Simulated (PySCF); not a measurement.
System: CH2PSi (charge +1).

The calculation's input:

```
import pyscf.grad
from pyscf import gto, dft

system = gto.M(
    atom='''
C   -0.742657   1.224497  -1.375239
P    0.790836   1.505178  -0.770447
Si  -0.908335   2.960209  -1.916125
H   -1.326505   0.299189  -1.385064
H    0.727592   2.998576  -1.200656
''',
    verbose=3,
    basis='def2-tzvpd',
    charge=1,
    max_memory=3720,
)

ks = dft.RKS(system, xc='pbe0')
ks = ks.density_fit(auxbasis='def2-universal-jkfit')
ks.conv_tol = 1e-09
ks.max_cycle = 100
ks.grids.level = 3
ks.kernel()
if not ks.converged:
    ks = ks.newton().run(ks.mo_coeff, ks.mo_occ)

etot = ks.e_tot
print('E(%s) = %.9f' % ('PBE0', etot))
grad = ks.Gradients().kernel()
ks.analyze()
```

Launched as:

```sh
OMP_NUM_THREADS=2 python job.py
```

Geometry: PBE0-D4/def2-SVP.

Computed with Gaussian-basis quantum chemistry of an isolated molecule with PySCF, energy and nuclear gradient, functional PBE0 in PySCF 2.14.0.

> Predict the electron density and electron localisation function between the atoms.

C–P (1.67 Å): ρ is about 1.4 e/Å³ halfway; the ELF peaks at about 0.90 between the atoms, as expected for localised, covalent bonding.
C–Si (1.83 Å): the density is about 0.98 e/Å³ at the midpoint; the ELF peaks at about 0.90 between the atoms, as expected for a shared electron pair.
C–H (1.09 Å): the density is about 2 e/Å³ at the midpoint; the ELF climbs to about 1 towards the hydrogen, as it does in any bond to H: an ordinary covalent bond to hydrogen.
P–H (1.56 Å): ρ at the midpoint is about 0.88 e/Å³; the ELF climbs to about 1 towards the hydrogen.

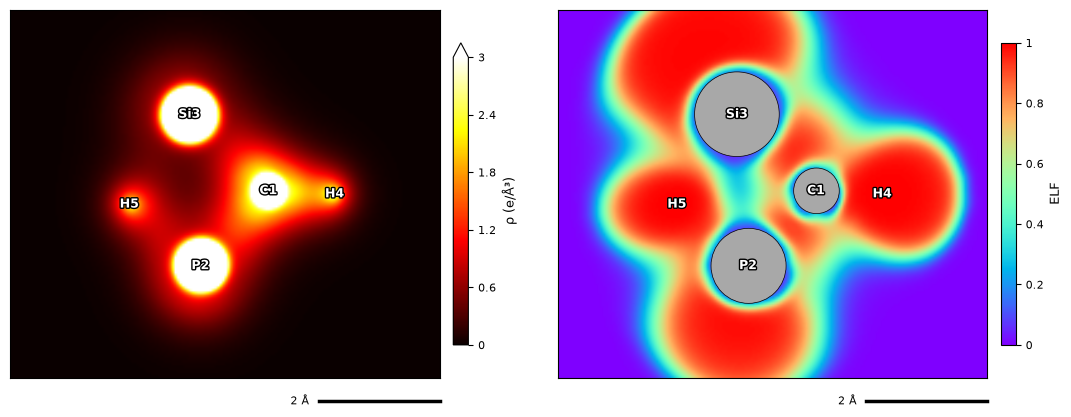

Computed electron density and electron localisation function on the molecular plane, in this order. Grey discs cover the atomic cores in the ELF map. 
